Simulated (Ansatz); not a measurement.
```xyz
4

H    -0.6263   -0.4077    1.2333
O    -0.7887    0.6724   -1.2031
Si   -0.0615    0.0338   -0.0507
F     1.4766   -0.2986    0.0204
```

The product side of a reaction path; geometry: PBE0-D4/def2-TZVP.

The calculation used Ansatz 0.2.0, RKS PBE0-D4/def2-TZVPP.

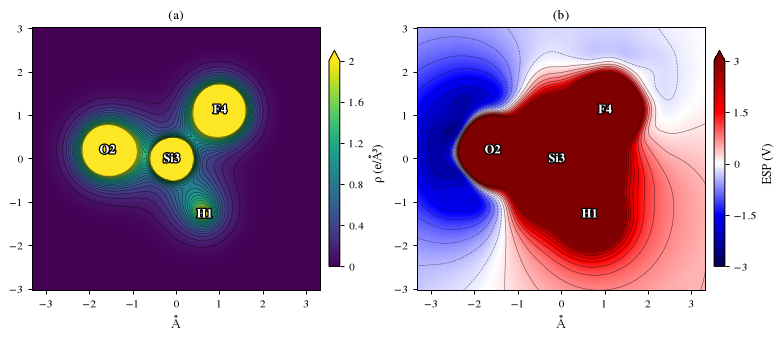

FHOSi. (a) electron density; (b) electrostatic potential on the molecular plane.

Question: Read the bonding off the picture.

Answer: The section cuts through H, O, Si and F sites. Si–O (1.50 Å): ρ at the midpoint is about 1.6 e/Å³. Si–F (1.58 Å): the density is about 1.2 e/Å³ at the midpoint. Si–H (1.47 Å): the density is about 0.85 e/Å³ at the midpoint. Outside the dense part of the molecule the potential is most negative (−2.4 V) near O2.
